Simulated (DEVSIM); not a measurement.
System: Ru/SiO2/p-GaSb capacitor, at 300 K.

```tsv
layer (left to right)	material	thickness (nm)	Na (cm⁻³)
1	SiO2	50.0	-
2	GaSb	11000	3.2e15
```

Metal gate on the left, work function 4.7 eV. Fixed charge at the semiconductor interface 0 cm⁻² (in units of +e); interface traps 2.1e11 cm⁻² eV⁻¹, uniform in energy, neutral level at 0.7 of the gap above the valence band.

The device is made up for the run: typed textbook-type constants, with dimensions and the other settings drawn at random. Values at 300 K.

```csv
parameter,SiO2,GaSb
gap (eV),9,0.726
affinity (eV),0.9,4.06
permittivity,3.9,15.7
Nc (cm⁻³),-,2.1e17
Nv (cm⁻³),-,1.8e19
```

Simulated with DEVSIM: 1D Poisson equation in equilibrium, Boltzmann statistics, complete ionisation; no quantum confinement or tunnelling. Metal contacts follow the ideal Schottky-Mott rule: no Fermi-level pinning, no interface dipoles.

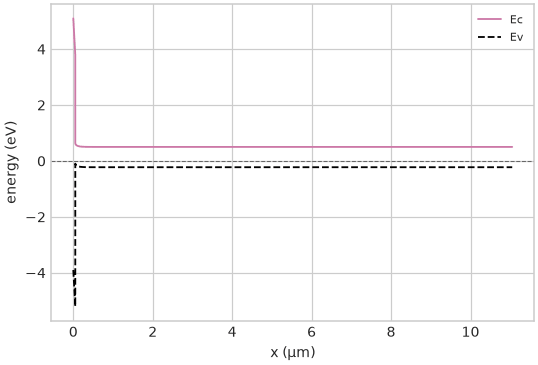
Band edges at -1.3 V on the gate

Energies count from the Fermi level of the right contact; mesh points crowd at the junctions.

| x (μm) | Ec (eV) | Ev (eV) | n (cm⁻³) | p (cm⁻³) | field (V/cm) |
|---|---|---|---|---|---|
| 0.000 | 5.100 | -3.900 | < 1e2 | < 1e2 | -260000 |
| 0.001993 | 5.048 | -3.952 | < 1e2 | < 1e2 | -260000 |
| 0.007244 | 4.911 | -4.089 | < 1e2 | < 1e2 | -260000 |
| 0.02108 | 4.549 | -4.451 | < 1e2 | < 1e2 | -260000 |
| 0.04247 | 3.991 | -5.009 | < 1e2 | < 1e2 | -260000 |
| 0.04790 | 3.849 | -5.151 | < 1e2 | < 1e2 | -260000 |
| 0.04996 | 3.795 | -5.205 | < 1e2 | < 1e2 | -260000 |
| 0.05319 | 0.619 | -0.107 | 8200000 | 2.9e17 | -40000 |
| 0.06087 | 0.595 | -0.131 | 2.1e7 | 1.2e17 | -25000 |
| 0.08209 | 0.561 | -0.165 | 7.9e7 | 3.1e16 | -11000 |
| 0.1408 | 0.526 | -0.200 | 3.1e8 | 7.8e15 | -3300 |
| 0.4055 | 0.504 | -0.222 | 7.3e8 | 3.3e15 | -100 |
| 1.035 | 0.503 | -0.223 | 7.5e8 | 3.2e15 | ≈ 0 |
| 2.774 | 0.503 | -0.223 | 7.5e8 | 3.2e15 | ≈ 0 |
| 8.162 | 0.503 | -0.223 | 7.5e8 | 3.2e15 | ≈ 0 |
| 10.01 | 0.503 | -0.223 | 7.5e8 | 3.2e15 | ≈ 0 |
| 10.69 | 0.503 | -0.223 | 7.5e8 | 3.2e15 | ≈ 0 |
| 10.92 | 0.503 | -0.223 | 7.5e8 | 3.2e15 | ≈ 0 |
| 11.02 | 0.503 | -0.223 | 7.5e8 | 3.2e15 | ≈ 0 |
| 11.04 | 0.503 | -0.223 | 7.5e8 | 3.2e15 | ≈ 0 |
| 11.05 | 0.503 | -0.223 | 7.5e8 | 3.2e15 | ≈ 0 |
| 11.05 | 0.503 | -0.223 | 7.5e8 | 3.2e15 | ≈ 0 |
